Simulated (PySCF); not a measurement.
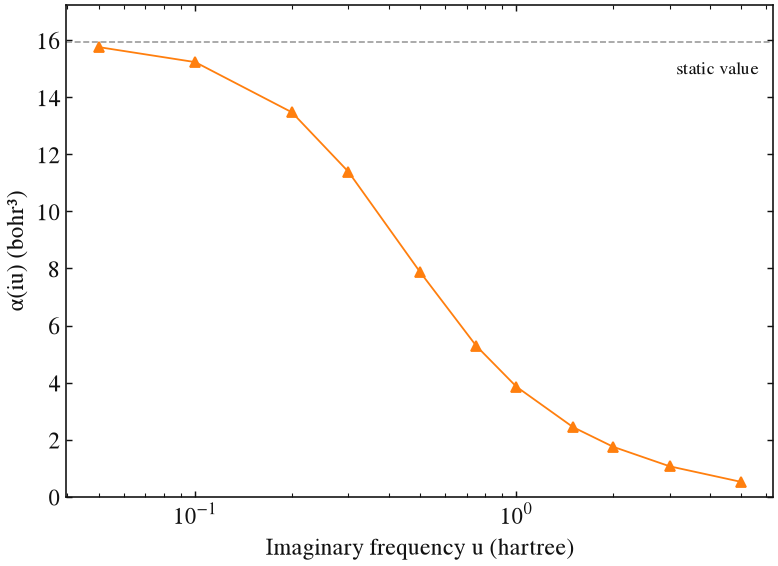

Dipole polarisability at imaginary frequency of an atom or ion with 49 electrons in the configuration [Kr] 4d¹⁰ 5s² 5p. Coupled response at the TPSSh level; PySCF, def2-TZVPPD with a 28-electron core potential, unrestricted single determinants, no spin-orbit coupling.

Q: Which species is it, and what does the curve give?

A: Sb²⁺ (antimony, Z = 51). The static dipole polarisability is 15.9 bohr³; α(iu) falls to half of it near u = 0.49 hartree. The Casimir–Polder integral gives C₆ = 101 hartree bohr⁶ for two such species.
